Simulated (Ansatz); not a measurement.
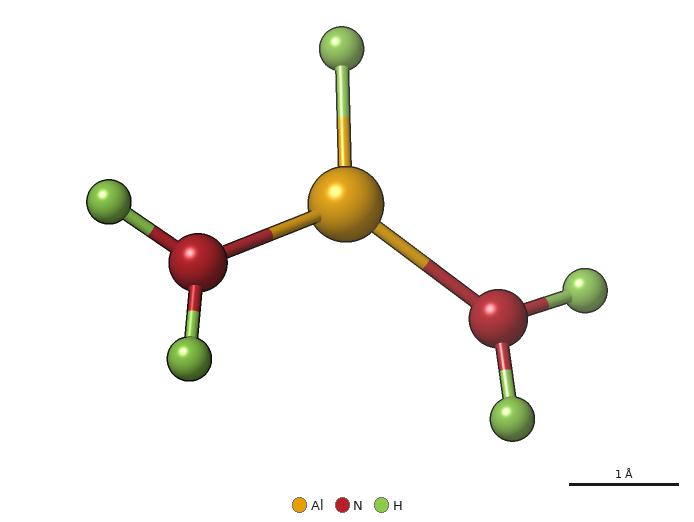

Rendered structure (ball-and-stick style). Every bond is drawn as one stick, whatever its order.

**What is the molecular formula?**

AlH5N2, 8 atoms: 1 aluminium, 5 hydrogen and 2 nitrogen.

**How many sets of symmetry-equivalent atoms are there?**

5: 1 Al, 2 N, 1 H, 2 H, 2 H.

**Count the bonded pairs by element.**

4 N–H, 2 Al–N, 1 Al–H. Sticks follow a distance rule.

**Give the symmetry (Schoenflies symbol).**

C2v.

More results for the same structure follow; atom numbers are the same in all pictures, views and colours differ. The geometry was computed by an optimisation with PBE0-D4/def2-TZVP.

Geometry

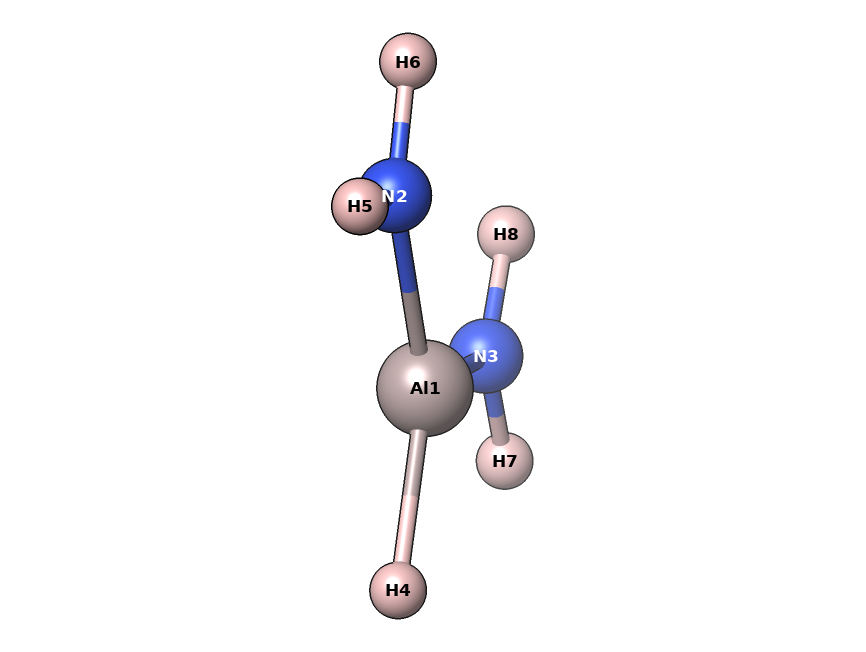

N3 lies behind Al1. The molecule seen a little off the Al1–N3 bond, Al1 in front. Depth is shown by fading: the farther an atom, the more it takes the colour of the background.

**What is the torsion angle N2–Al1–N3–H7? The sign is positive where the front bond must turn clockwise to cover the back bond.**

180°, antiperiplanar (anti).

Dipole moment

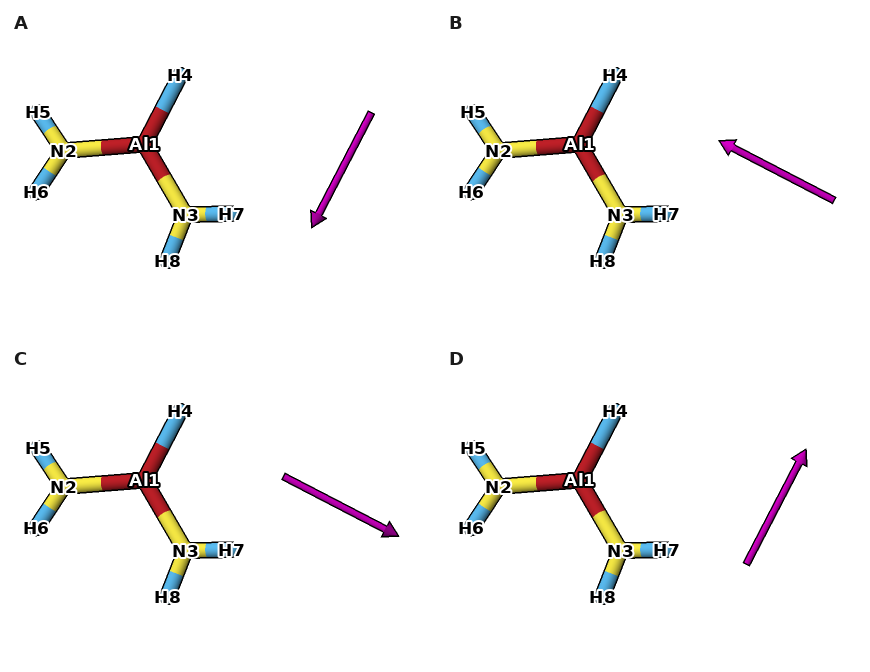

The same molecule four times, each with an arrow. Level of theory: RKS PBE0-D4/def2-TZVP (Ansatz 0.2.0).

**Which arrow points along the dipole moment, from the negative to the positive end?**

A. The dipole moment is 1.24 D; it points from the side of H4 to the side of H6, H8 (the outermost atoms at the two ends).

Charges

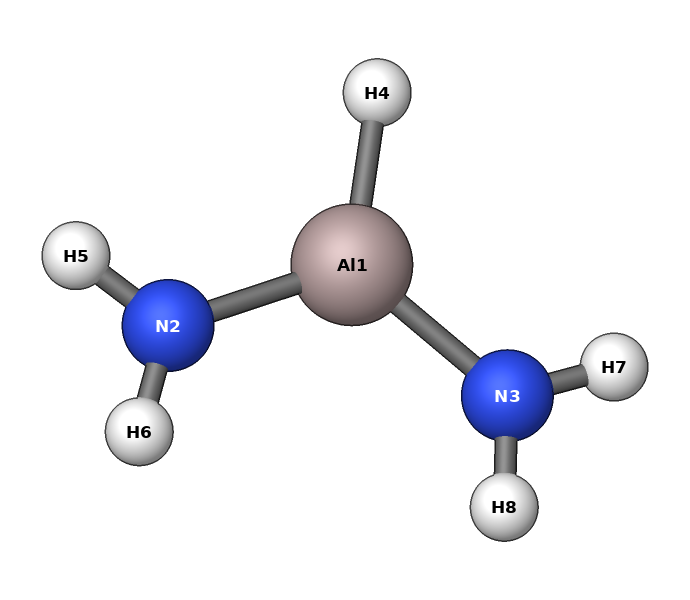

The questions are on Mulliken charges. Method: RKS PBE0-D4/def2-TZVP (Ansatz 0.2.0).

List the Mulliken charges.

```
atom  value (e)
 Al1       0.52
  N2      −0.67
  N3      −0.67
  H4      −0.11
  H5       0.24
  H6       0.23
  H7       0.24
  H8       0.23
```

Thermal motion

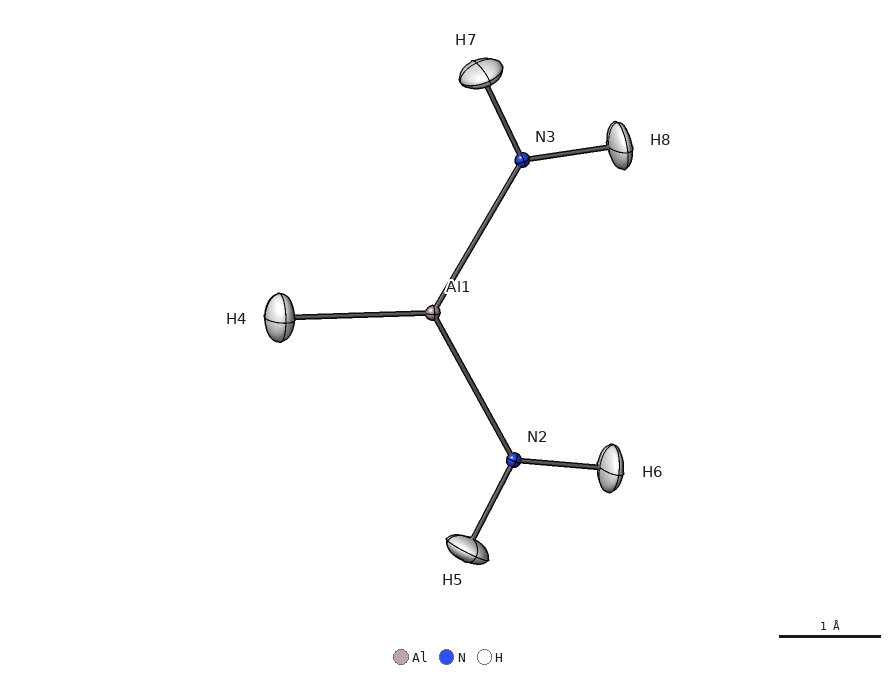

Displacement ellipsoids at the 50 % level, from the internal vibrations of the free molecule (harmonic, no overall translation or rotation; no half-axis is drawn under 0.075 Å). Vibrations computed with RKS PBE0-D4/def2-TZVP (Ansatz 0.2.0). Temperature: 0 K (zero-point motion alone).

**Which atom moves most?**

H5, H7, with U_eq = 0.0242 Å².

**Does H8 move more along its bond or across it?**

Across it: the root-mean-square amplitude is 0.071 Å along the bond and up to 0.204 Å across, since bending and torsion are softer than stretching.

List U_eq and the three principal root-mean-square amplitudes for each kind of atom.

```json
{"atom": "Al1", "U_eq (Å²)": "0.00057", "rms amplitudes (Å)": "0.019, 0.020, 0.031"}
{"atom": "N2, N3", "U_eq (Å²)": "0.0011", "rms amplitudes (Å)": "0.028, 0.029, 0.042"}
{"atom": "H4", "U_eq (Å²)": "0.0197", "rms amplitudes (Å)": "0.096, 0.157, 0.159"}
{"atom": "H5, H7", "U_eq (Å²)": "0.0242", "rms amplitudes (Å)": "0.077, 0.144, 0.214"}
{"atom": "H6, H8", "U_eq (Å²)": "0.0235", "rms amplitudes (Å)": "0.071, 0.154, 0.204"}
```

Mulliken values depend strongly on the basis set and can even reverse the polarity of a bond.
